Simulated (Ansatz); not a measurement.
# CH₄B+ (triplet): wave-function methods side by side, cc-pVDZ

Aim: climb from Hartree-Fock through coupled cluster and multireference methods for CH₄B+ (triplet) at one geometry and basis, and see what each rung misses.

Program: Ansatz 0.2.0, Gaussian basis. Level of theory: cc-pVDZ, core rule «outside noble gas», up to 2 orbitals frozen. These are calculated values, not measurements.

To be run: UHF; CCSD(T) on ROHF; CCSD(T) on UHF; BCCD(T) on ROHF; CISD as a restricted active space (open shells left free, so some higher excitations enter); CCSDT(Q) on ROHF; CCSDT(Q) on UHF; CASSCF and NEVPT2, 10 electrons in 10 orbitals.

19 further runs of the same task are left out: 10 that didn't finish, 9 set aside as unsound or not needed. Runs told in other sessions of the task aren't counted.

## Step 1: The system

The geometry is a PBE0/def2-TZVP stationary point (not a proven minimum) of the parent state, kept for this charge and spin.

6 atoms, charge 1, spin multiplicity 3.

Atoms are counted from 1 here; the program's logs count them from 0.

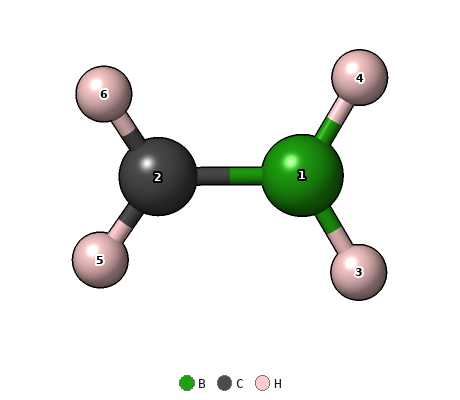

The geometry (boron green, carbon dark grey, hydrogen pink); atoms are numbered from 1 in the order of the file.

In the tables R marks a restricted open-shell determinant and U an unrestricted one; 'frontier' is the active space of 10 electrons in 10 orbitals; energies count from the table's Hartree-Fock row.

## Step 2: UHF

in.yaml reads:

```yaml
crystal:
  periodic: [false, false, false]
  atoms:
    - {symbol: B, position_ang: [0.000000, 0.000000, 0.794931]}
    - {symbol: C, position_ang: [0.000000, 0.000000, -0.728406]}
    - {symbol: H, position_ang: [0.072011, 1.031163, 1.398445]}
    - {symbol: H, position_ang: [-0.072010, -1.031163, 1.398445]}
    - {symbol: H, position_ang: [-0.081830, 0.907428, -1.321721]}
    - {symbol: H, position_ang: [0.081830, -0.907428, -1.321721]}
basis:
  gaussian: {orbitals: cc-pVDZ}
total_charge: 1
magnetization: {spin_polarized: true, initial_magnetization: 2}
hamiltonian: {xc: hf}
output: {orbitals: {seedname: orbitals}}
```

Command:

```sh
$ ansatz run in.yaml --threads 1 --pin off --events-out ev --progress --plain --max-ram 2393MiB
```

Output:

```text
Functional definition: HF
  name "HF"
  cite "Fock, Z. Phys. 61, 126 (1930) doi:10.1007/BF01340294"
  parent pbe
  exchange = exact_x
  correlation = 0
436 factors; integrals over basis functions are off by at most 9.6e-4 eV
mean field evaluation 1: about -1750.3245 eV, gradient 1.9e1 eV
mean field evaluation 2: about -1750.3249 eV, gradient 1.9e1 eV
mean field evaluation 4: about -1752.4789 eV, gradient 2.3e0 eV
mean field evaluation 8: about -1752.6066 eV, gradient 1.1e-1 eV
mean field evaluation 16: about -1752.3718 eV, gradient 1.1e0 eV
mean field evaluation 32: about -1752.2296 eV, gradient 4.4e-1 eV
mean field evaluation 64: about -1752.0485 eV, gradient 1.8e0 eV
mean field -1752.60715244 eV, -64.4071248922 hartree, gradient 2.5e-5 eV, S^2 2.028836; 3 other end points of the search recorded, 0 dependent functions left out
reference -1752.60715244 eV, -64.4071248922 hartree; 8, 6 occupied and 40, 42 virtual orbitals, 436 factors
Total energy: -1752.60715244 eV, -64.4071248922 hartree
```

It took 0.54 s on 1 thread of Intel Xeon at 2.80GHz, shared host.

From the report: ⟨S²⟩ of the determinant 2.029 (pure triplet: 2.00).

## Step 3: CCSD(T) on ROHF

in.yaml: that of step 2 with these lines changed.

```diff
@@ -12,4 +12,4 @@
 total_charge: 1
-magnetization: {spin_polarized: true, initial_magnetization: 2}
-hamiltonian: {xc: hf}
-output: {orbitals: {seedname: orbitals}}
+magnetization: {spin_polarized: false, initial_magnetization: 2}
+correlation: {method: ccsd_t, electrons: outside_noble_gas}
+output: {forces: true}
```

The command is unchanged.

Output, cut to the lines that bear on the results:

```text
Functional definition: HF
  name "HF"
  cite "Fock, Z. Phys. 61, 126 (1930) doi:10.1007/BF01340294"
  parent pbe
[...]
436 factors; integrals over basis functions are off by at most 9.6e-4 eV
[...]
mean field -1752.37213373 eV, -64.3984881140 hartree, gradient 1.8e-6 eV, S^2 2.000000; 12 other end points of the search recorded, 0 dependent functions left out
[...]
determinant -1752.37213373 eV, -64.3984881140 hartree, with singles and doubles -1758.52477306 eV, -64.6245934390 hartree
determinant -1752.34880076 eV, -64.3976306431 hartree, with singles and doubles -1758.55894333 eV, -64.6258491733 hartree
determinant -1751.97073021 eV, -64.3837368069 hartree, with singles and doubles -1757.93046727 eV, -64.6027531040 hartree
determinant -1751.91642418 eV, -64.3817410970 hartree, with singles and doubles -1758.05862582 eV, -64.6074628440 hartree
[...]
reference -1752.34880076 eV, -64.3976306431 hartree; 6, 4 occupied and 40, 42 virtual orbitals, 436 factors
second order -5.12360234 eV of doubles, -0.14152118 eV of singles
cycle   1  -6.21103544 eV  change   -8.8e-7 eV  update   1.7e-6
cycle   2  -6.21103610 eV  change   -6.6e-7 eV  update   1.1e-6
perturbative correction -0.18139298 eV, -0.0066660692 hartree
[...]
Total energy: -1758.74122984 eV, -64.6325480791 hartree
Atom 0 at     0.000000     0.000000     0.794931 Å, force     0.000000     0.000001    -5.668981 eV/Å
Atom 1 at     0.000000     0.000000    -0.728406 Å, force    -0.000000    -0.000000     2.333146 eV/Å
Atom 2 at     0.072011     1.031163     1.398445 Å, force    -0.049471     1.190357     2.206757 eV/Å
Atom 3 at    -0.072010    -1.031163     1.398445 Å, force     0.049471    -1.190358     2.206757 eV/Å
Atom 4 at    -0.081830     0.907428    -1.321721 Å, force     0.084148     0.737786    -0.538839 eV/Å
Atom 5 at     0.081830    -0.907428    -1.321721 Å, force    -0.084148    -0.737786    -0.538839 eV/Å
Dipole moment:    -0.000000    -0.000000     0.306833 e Å
```

Run time: 9 s. Hardware: 1 thread of Intel Xeon at 2.80GHz, shared host.

From the report: correlation -6.3924 eV; T1 0.031; largest double amplitude 0.06.

## Step 4: CCSD(T) on UHF

in.yaml: that of step 3 with these lines changed.

```diff
@@ -12,3 +12,3 @@
 total_charge: 1
-magnetization: {spin_polarized: false, initial_magnetization: 2}
+magnetization: {spin_polarized: true, initial_magnetization: 2}
 correlation: {method: ccsd_t, electrons: outside_noble_gas}
```

The command is unchanged.

Output, cut to the lines that bear on the results:

```text
Functional definition: HF
  name "HF"
  cite "Fock, Z. Phys. 61, 126 (1930) doi:10.1007/BF01340294"
  parent pbe
[...]
436 factors; integrals over basis functions are off by at most 9.6e-4 eV
[...]
mean field -1752.60715244 eV, -64.4071248922 hartree, gradient 3.1e-6 eV, S^2 2.028836; 7 other end points of the search recorded, 0 dependent functions left out
determinant -1752.60715244 eV, -64.4071248922 hartree, with singles and doubles -1758.56186987 eV, -64.6259567216 hartree
determinant -1752.12521226 eV, -64.3894139173 hartree, with singles and doubles -1757.93362504 eV, -64.6028691499 hartree
2 core orbitals not correlated: weight in the atoms' cores, before any rotation towards them, 1.000 or more for the frozen orbitals, at most 0.000 for the correlated occupied ones
reference -1752.60715244 eV, -64.4071248922 hartree; 6, 4 occupied and 40, 42 virtual orbitals, 436 factors
second order -4.95481826 eV of doubles, -0.00000000 eV of singles
cycle   1  -5.95445500 eV  change    2.6e-4 eV  update   2.3e-3
[...]
cycle  11  -5.95613340 eV  change   -4.1e-7 eV  update   2.0e-7
perturbative correction -0.17676632 eV, -0.0064960425 hartree
[...]
Total energy: -1758.74005216 eV, -64.6325048000 hartree
Atom 0 at     0.000000     0.000000     0.794931 Å, force    -0.000000    -0.000000    -5.673861 eV/Å
Atom 1 at     0.000000     0.000000    -0.728406 Å, force    -0.000000    -0.000000     2.326601 eV/Å
Atom 2 at     0.072011     1.031163     1.398445 Å, force    -0.049455     1.189390     2.209388 eV/Å
Atom 3 at    -0.072010    -1.031163     1.398445 Å, force     0.049455    -1.189390     2.209388 eV/Å
Atom 4 at    -0.081830     0.907428    -1.321721 Å, force     0.084181     0.736359    -0.535758 eV/Å
Atom 5 at     0.081830    -0.907428    -1.321721 Å, force    -0.084181    -0.736359    -0.535758 eV/Å
Dipole moment:     0.000000     0.000000     0.307654 e Å
```

Run time: 4.6 s. Hardware: 1 thread of Intel Xeon at 2.80GHz, shared host.

From the report: ⟨S²⟩ of the determinant 2.029 (pure triplet: 2.00); correlation -6.1329 eV; T1 0.031; largest double amplitude 0.06.

## Step 5: BCCD(T) on ROHF

in.yaml: that of step 4 with these lines changed.

```diff
@@ -12,4 +12,3 @@
 total_charge: 1
-magnetization: {spin_polarized: true, initial_magnetization: 2}
-correlation: {method: ccsd_t, electrons: outside_noble_gas}
-output: {forces: true}
+magnetization: {spin_polarized: false, initial_magnetization: 2}
+correlation: {method: bccd_t, electrons: outside_noble_gas}
```

The command is unchanged.

Output, cut to the lines that bear on the results:

```text
Functional definition: HF
  name "HF"
  cite "Fock, Z. Phys. 61, 126 (1930) doi:10.1007/BF01340294"
  parent pbe
[...]
436 factors; integrals over basis functions are off by at most 9.6e-4 eV
[...]
mean field -1752.37213373 eV, -64.3984881140 hartree, gradient 1.8e-6 eV, S^2 2.000000; 12 other end points of the search recorded, 0 dependent functions left out
[...]
determinant -1752.37213373 eV, -64.3984881140 hartree, with singles and doubles -1758.52477306 eV, -64.6245934390 hartree
determinant -1752.34880076 eV, -64.3976306431 hartree, with singles and doubles -1758.55894333 eV, -64.6258491733 hartree
determinant -1751.97073021 eV, -64.3837368069 hartree, with singles and doubles -1757.93046727 eV, -64.6027531040 hartree
determinant -1751.91642418 eV, -64.3817410970 hartree, with singles and doubles -1758.05862582 eV, -64.6074628440 hartree
determinant -1749.06313653 eV, -64.2768847099 hartree, with singles and doubles -1755.65478508 eV, -64.5191233261 hartree
determinant -1752.37213373 eV, -64.3984881140 hartree, with singles and doubles -1758.55550833 eV, -64.6257229392 hartree
determinant -1752.34880076 eV, -64.3976306431 hartree, with singles and doubles -1758.55983531 eV, -64.6258819531 hartree
determinant -1751.91642418 eV, -64.3817410970 hartree, with singles and doubles -1757.92929061 eV, -64.6027098626 hartree
2 core orbitals not correlated: weight in the atoms' cores, before any rotation towards them, 1.000 or more for the frozen orbitals, at most 0.000 for the correlated occupied ones
reference -1752.34880076 eV, -64.3976306431 hartree; 6, 4 occupied and 40, 42 virtual orbitals, 436 factors
second order -5.12360234 eV of doubles, -0.14152118 eV of singles
cycle   1  -6.20451742 eV  change    6.5e-3 eV  update   1.1e-2
[...]
cycle  10  -6.19948699 eV  change    8.3e-6 eV  update   7.1e-6
perturbative correction -0.19166050 eV, -0.0070433934 hartree
Total energy: -1758.73994824 eV, -64.6325009811 hartree
```

It took 7 s on 1 thread of Intel Xeon at 2.80GHz, shared host.

From the report: correlation -6.3911 eV; largest double amplitude 0.06.

## Step 6: CISD as a restricted active space (open shells left free, so some higher excitations enter)

in.yaml: that of step 5 with these lines changed.

```diff
@@ -13,2 +13,2 @@
 magnetization: {spin_polarized: false, initial_magnetization: 2}
-correlation: {method: bccd_t, electrons: outside_noble_gas}
+correlation: {active_space: {ras: {orbitals: [4, 2, 40], electrons: 10, max_holes: 2, max_particles: 2}, fixed_orbitals: true}}
```

Launched as before.

Output:

```text
Functional definition: HF
  name "HF"
  cite "Fock, Z. Phys. 61, 126 (1930) doi:10.1007/BF01340294"
  parent pbe
  exchange = exact_x
  correlation = 0
436 factors; integrals over basis functions are off by at most 9.6e-4 eV
mean field evaluation 1: about -1750.3569 eV, gradient 2.5e1 eV
mean field evaluation 2: about -1750.3572 eV, gradient 2.5e1 eV
mean field evaluation 4: about -1752.2424 eV, gradient 4.3e0 eV
mean field evaluation 8: about -1752.3482 eV, gradient 2.4e-1 eV
mean field evaluation 16: about -1752.3721 eV, gradient 1.4e-2 eV
mean field evaluation 32: about -1751.9707 eV, gradient 6.3e-2 eV
mean field evaluation 64: about -1751.9294 eV, gradient 1.3e0 eV
mean field -1752.37213373 eV, -64.3984881140 hartree, gradient 1.8e-6 eV, S^2 2.000000; 9 other end points of the search recorded, 0 dependent functions left out
reference -1752.37213373 eV, -64.3984881140 hartree; 8, 6 occupied and 40, 42 virtual orbitals, 436 factors
state -1758.12128385 eV, -64.6097654839 hartree
Total energy: -1758.12128385 eV, -64.6097654839 hartree
```

Wall time 3 s (1 thread of Intel Xeon at 2.80GHz, shared host).

From the report: 228,996 determinants.

## Step 7: CCSDT(Q) on ROHF

in.yaml: that of step 6 with these lines changed.

```diff
@@ -13,2 +13,2 @@
 magnetization: {spin_polarized: false, initial_magnetization: 2}
-correlation: {active_space: {ras: {orbitals: [4, 2, 40], electrons: 10, max_holes: 2, max_particles: 2}, fixed_orbitals: true}}
+correlation: {method: ccsdt_q, electrons: outside_noble_gas}
```

The command is unchanged.

Output, cut to the lines that bear on the results:

```text
Functional definition: HF
  name "HF"
  cite "Fock, Z. Phys. 61, 126 (1930) doi:10.1007/BF01340294"
  parent pbe
[...]
902 factors; integrals over basis functions are off by at most 1.7e-7 eV
[...]
mean field -1752.37214903 eV, -64.3984886763 hartree, gradient 1.8e-6 eV, S^2 2.000000; 12 other end points of the search recorded, 0 dependent functions left out
[...]
determinant -1752.37214903 eV, -64.3984886763 hartree, with singles and doubles -1758.52477296 eV, -64.6245934353 hartree
determinant -1752.34881605 eV, -64.3976312052 hartree, with singles and doubles -1758.55894293 eV, -64.6258491588 hartree
determinant -1751.97074408 eV, -64.3837373166 hartree, with singles and doubles -1757.93046416 eV, -64.6027529897 hartree
determinant -1751.91643812 eV, -64.3817416094 hartree, with singles and doubles -1758.05861944 eV, -64.6074626095 hartree
determinant -1749.06314789 eV, -64.2768851274 hartree, with singles and doubles -1755.65478273 eV, -64.5191232398 hartree
determinant -1752.37214903 eV, -64.3984886763 hartree, with singles and doubles -1758.55550812 eV, -64.6257229316 hartree
determinant -1752.34881605 eV, -64.3976312052 hartree, with singles and doubles -1758.55983477 eV, -64.6258819333 hartree
determinant -1751.91643812 eV, -64.3817416094 hartree, with singles and doubles -1757.92928768 eV, -64.6027097550 hartree
2 core orbitals not correlated: weight in the atoms' cores, before any rotation towards them, 1.000 or more for the frozen orbitals, at most 0.000 for the correlated occupied ones
reference -1752.34881605 eV, -64.3976312052 hartree; 6, 4 occupied and 40, 42 virtual orbitals, 902 factors
second order -5.12361433 eV of doubles, -0.14152123 eV of singles
cycle   1  -5.93641543 eV  change   -6.7e-1 eV  update   7.4e-2
[...]
cycle  18  -6.42727894 eV  change   -6.5e-7 eV  update   2.6e-7
perturbative correction -0.00921799 eV, -0.0003387548 hartree
Total energy: -1758.78531298 eV, -64.6341681045 hartree
```

Wall time 50 s (1 thread of Intel Xeon at 2.80GHz, shared host); peak memory 0.74 GiB.

From the report: correlation -6.4365 eV; T1 0.035; largest double amplitude 0.09.

## Step 8: CCSDT(Q) on UHF

in.yaml: that of step 7 with these lines changed.

```diff
@@ -12,3 +12,3 @@
 total_charge: 1
-magnetization: {spin_polarized: false, initial_magnetization: 2}
+magnetization: {spin_polarized: true, initial_magnetization: 2}
 correlation: {method: ccsdt_q, electrons: outside_noble_gas}
```

Same command.

Output, cut to the lines that bear on the results:

```text
Functional definition: HF
  name "HF"
  cite "Fock, Z. Phys. 61, 126 (1930) doi:10.1007/BF01340294"
  parent pbe
[...]
902 factors; integrals over basis functions are off by at most 1.7e-7 eV
[...]
mean field -1752.60716781 eV, -64.4071254573 hartree, gradient 3.1e-6 eV, S^2 2.028836; 7 other end points of the search recorded, 0 dependent functions left out
determinant -1752.60716781 eV, -64.4071254573 hartree, with singles and doubles -1758.56186980 eV, -64.6259567192 hartree
determinant -1752.12522630 eV, -64.3894144333 hartree, with singles and doubles -1757.93362169 eV, -64.6028690268 hartree
2 core orbitals not correlated: weight in the atoms' cores, before any rotation towards them, 1.000 or more for the frozen orbitals, at most 0.000 for the correlated occupied ones
reference -1752.60716781 eV, -64.4071254573 hartree; 6, 4 occupied and 40, 42 virtual orbitals, 902 factors
second order -4.95482969 eV of doubles, -0.00000000 eV of singles
cycle   1  -5.62656222 eV  change   -6.7e-1 eV  update   7.7e-2
[...]
cycle  17  -6.16926362 eV  change   -9.0e-8 eV  update   4.7e-7
perturbative correction -0.01100754 eV, -0.0004045195 hartree
Total energy: -1758.78743897 eV, -64.6342462330 hartree
```

It took 37 s on 1 thread of Intel Xeon at 2.80GHz, shared host; peak memory 0.58 GiB.

From the report: ⟨S²⟩ of the determinant 2.029 (pure triplet: 2.00); correlation -6.1803 eV; T1 0.035; largest double amplitude 0.09.

## Step 9: CASSCF and NEVPT2, 10 electrons in 10 orbitals

in.yaml: that of step 8 with these lines changed.

```diff
@@ -12,3 +12,3 @@
 total_charge: 1
-magnetization: {spin_polarized: true, initial_magnetization: 2}
-correlation: {method: ccsdt_q, electrons: outside_noble_gas}
+magnetization: {spin_polarized: false, initial_magnetization: 2}
+correlation: {method: sc_nevpt2, electrons: outside_noble_gas, active_space: {window: {electrons: 10, orbitals: 10}}}
```

Launched as before.

Output, cut to the lines that bear on the results:

```text
Functional definition: HF
  name "HF"
  cite "Fock, Z. Phys. 61, 126 (1930) doi:10.1007/BF01340294"
  parent pbe
[...]
436 factors; integrals over basis functions are off by at most 9.6e-4 eV
[...]
mean field -1752.37213373 eV, -64.3984881140 hartree, gradient 1.8e-6 eV, S^2 2.000000; 9 other end points of the search recorded, 0 dependent functions left out
reference -1752.34880076 eV, -64.3976306431 hartree; 8, 6 occupied and 40, 42 virtual orbitals, 436 factors
state -1754.47740448 eV, -64.4758553870 hartree
state -1754.47740448 eV, -64.4758553870 hartree; corrected -1757.57569433 eV, -64.5897154389 hartree
state -1754.44179028 eV, -64.4745465894 hartree
state -1754.44179028 eV, -64.4745465894 hartree; corrected -1757.69731824 eV, -64.5941850352 hartree
state -1754.44179028 eV, -64.4745465894 hartree; corrected -1757.69731824 eV, -64.5941850352 hartree
the orbitals are reached from a further start. From the first start the search ends at -1754.47736252 eV, -64.4758538453 hartree
WARN: the results are in doubt because another end's mean lies 0.036 eV lower, and its corrected mean 0.122 eV higher
Total energy: -1757.69731824 eV, -64.5941850352 hartree
In doubt: another end's mean lies 0.036 eV lower, and its corrected mean 0.122 eV higher
```

Wall time 34 s (1 thread of Intel Xeon at 2.80GHz, shared host).

From the report: 63,504 determinants; active occupations 1.99, 1.98, 1.98, 1.97, 1.01, 0.99, 0.03, 0.02, 0.02, 0.02. Mind the lines of doubt at the end of the log.

## Step 10: All levels against the top one

The yardstick is UCCSDT(Q), where the cluster series has nearly closed. Rows without a time are mean-field rows or come out of runs for another level: lower rungs of the coupled-cluster runs, CASSCF and MRCISD of the multireference runs, or the Hartree-Fock search. The times of RCCSD(T), UCCSD(T) include forces.

Differences are taken before rounding.

```
   method  energy from the lowest ROHF (kJ/mol)  from UCCSDT(Q) (kJ/mol)   time
      ROHF                                  0.0                   +619.0       
      UHF                                -22.7                   +596.3       
     RMP2                               -505.8                   +113.2       
     UMP2                               -500.7                   +118.2       
     CISD                               -554.7                    +64.3    3 s
    RCCSD                               -597.0                    +22.0       
    UCCSD                               -597.4                    +21.6       
 RCCSD(T)                               -614.5                     +4.5    9 s
 UCCSD(T)                               -614.4                     +4.6  4.6 s
  BCCD(T)                               -614.4                     +4.6    7 s
   RCCSDT                               -617.9                     +1.1       
   UCCSDT                               -617.9                     +1.1       
RCCSDT(Q)                               -618.8                     +0.2   50 s
UCCSDT(Q)                               -619.0                        0   37 s
```

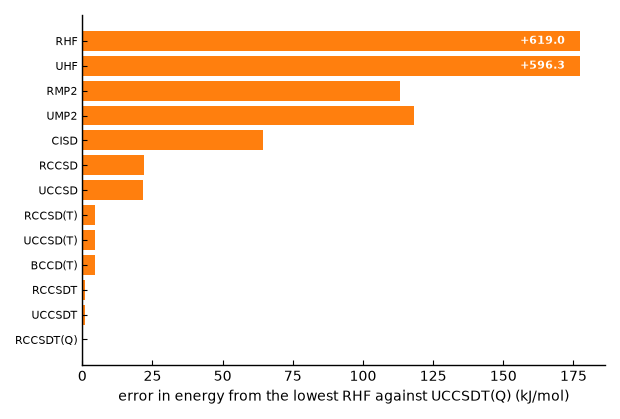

Deviations from UCCSDT(Q), method by method. Bars with a number in them are cut short.

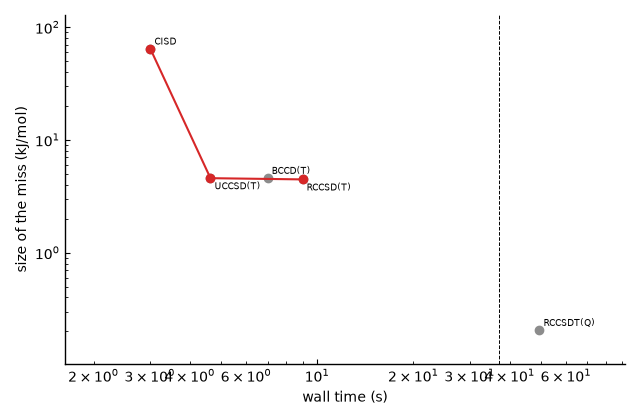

Accuracy for the time spent; red marks the levels that beat every quicker one drawn (of those quicker than the yardstick), and the dashed line is the time of UCCSDT(Q). Times are from a shared host.

Left out of the table: CASSCF frontier, NEVPT2 frontier (the active space lost an orbital or holds another state than full CI finds).

The ROHF row is the lowest such solution found; the determinant under the restricted MP2 and coupled-cluster rows lies 0.02 eV higher.

## Step 11: Outcome

| quantity | value |
| --- | --- |
| UCCSDT(Q) from the ROHF energy | -6.4153 eV |
| RMP2 from UCCSDT(Q) | +113.2 kJ/mol |
| UMP2 from UCCSDT(Q) | +118.2 kJ/mol |
| RCCSD from UCCSDT(Q) | +22.0 kJ/mol |
| RCCSD(T) from UCCSDT(Q) | +4.5 kJ/mol |
| UCCSD(T) from UCCSDT(Q) | +4.6 kJ/mol |
| RCCSDT(Q) from UCCSDT(Q) | +0.2 kJ/mol |
| levels within 1 kcal/mol (43 meV) | RCCSDT, UCCSDT, RCCSDT(Q) |
| T1 diagnostic | 0.031 |

RCCSD(T) lands +4.5 kJ/mol from the yardstick (0.7 % of the correlation energy). Coupled cluster took another determinant than the lowest Hartree-Fock one. These misses are within one basis, not against nature; the frozen cores of restricted and unrestricted runs differ, which can shift their rows.

With open shells the CI space here admits some higher excitations, so it is larger than plain CISD.

RCCSD(T) reaches 4.5 kJ/mol from the reference in 9 s, where UCCSDT(Q) took 37 s; the quickest level in the cost chart, CISD, takes 3 s and misses by 64.3 kJ/mol.
